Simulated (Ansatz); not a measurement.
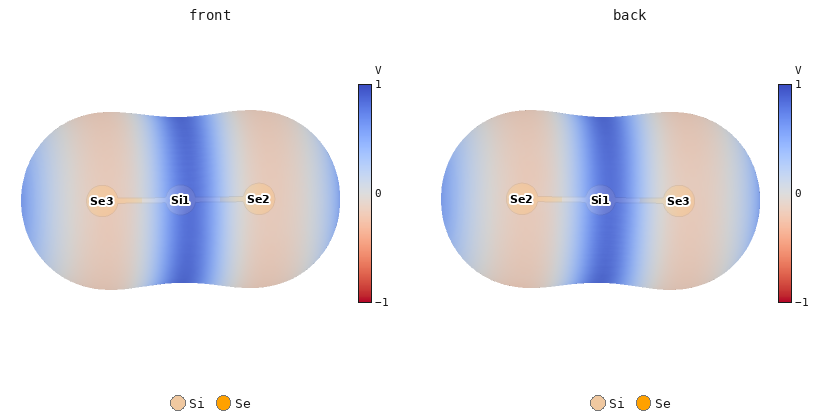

Se2Si. The molecular electrostatic potential painted on the density surface at 0.001 e/bohr³, seen from the front and from behind; the colour scale runs from red (negative) to blue (positive).

Geometry: PBE-D4/def2-TZVP.

The calculation used Ansatz, RKS PBE0-D4/def2-TZVP.

**Where is the surface potential most negative and most positive?**

The most negative region (about −0.2 V) lies over Se2 and Se3, the most positive (about +0.9 V, or +21 kcal/mol for a unit charge) over Si1.
